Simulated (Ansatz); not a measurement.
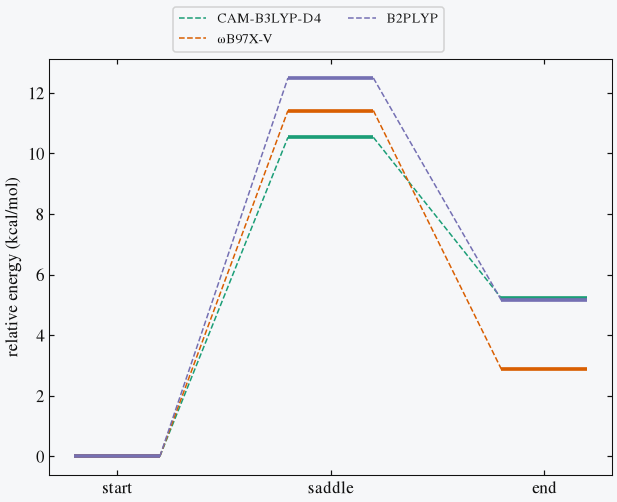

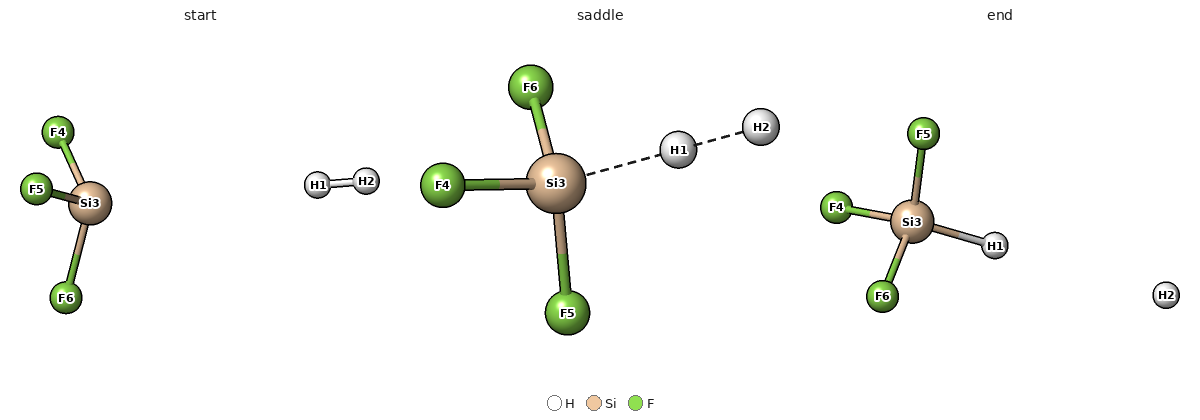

One elementary step of SiH₂F₃, doublet: start, first-order saddle point (changing pairs dashed) and end. Electronic energies at PBE0-D4/def2-TZVP geometries, energies in def2-TZVPP, the Ansatz code 0.2.0; cores frozen in correlated methods, no zero-point terms. Start and end are the structures at the ends of the path (complexes, where there are several molecules). Lines between the levels only guide the eye.

Which bonds change in the step?

H1–Si3 (3.50 → 1.61 → 1.46 Å) forms; H1–H2 (0.75 → 1.09 → 3.03 Å) breaks (lengths at start, saddle and end; changes of bond order aren't listed). The imaginary mode at the saddle is 1154.3i cm⁻¹ (PBE0-D4).

What are the heights of saddle and end over the start, in kcal/mol?

```tsv
level	barrier	reverse barrier	step energy
CAM-B3LYP-D4	10.5	5.3	5.2
ωB97X-V	11.4	8.5	2.9
B2PLYP	12.5	7.3	5.1
```
